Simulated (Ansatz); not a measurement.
# BClFH2O: the cost of one run

Program: Ansatz 0.2.0. Level of theory: RKS PBE0-D4/6-31G. These are calculated values, not measurements.

### Step 1. The system as given

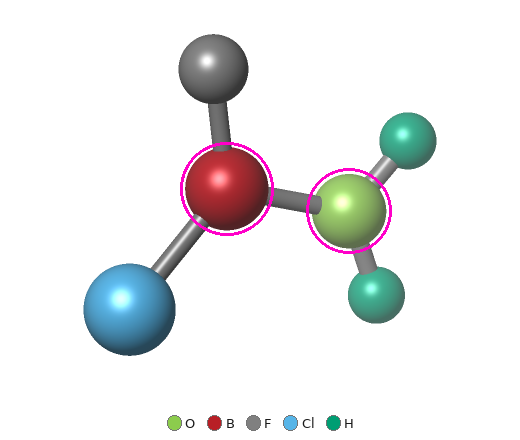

The starting structure, seen from a chosen angle (oxygen green, boron red, fluorine grey, chlorine blue, hydrogen teal). Ringed: O1, B2.

Coordinates:

```xyz
6

O    -0.2407    0.7308    0.0872
B     0.2715   -0.6365   -0.0512
F     1.4657   -0.7261    0.4466
Cl   -0.6719   -1.7956   -0.7680
H    -1.1274    0.9972   -0.2213
H     0.3028    1.4302    0.5067
```

### Step 2. End point A

Contents of input.yaml:

```yaml
crystal:
  periodic: [false, false, false]
  atoms:
    - { symbol: O, position_ang: [-0.24074, 0.7308, 0.08721] }
    - { symbol: B, position_ang: [0.27152, -0.63646, -0.05119] }
    - { symbol: F, position_ang: [1.46567, -0.7261, 0.44659] }
    - { symbol: Cl, position_ang: [-0.67186, -1.79564, -0.76802] }
    - { symbol: H, position_ang: [-1.12738, 0.99723, -0.22132] }
    - { symbol: H, position_ang: [0.30279, 1.43017, 0.50673] }
total_charge: 1
basis:
  gaussian: { orbitals: "6-31G" }
hamiltonian:
  xc: pbe0
  dispersion: d4
relax:
  f_tol: 0.015
  max_steps: 40
```

Command:

```sh
ansatz run input.yaml --threads 1 --pin off --max-ram 2048MiB --backend cpu --events-out ev --progress --plain --runs-dir out
```

Q: Estimate wall time and peak memory on 1 thread of Intel Xeon at 2.70GHz, shared host.

About 12 s, with a peak of 0.15 GiB.
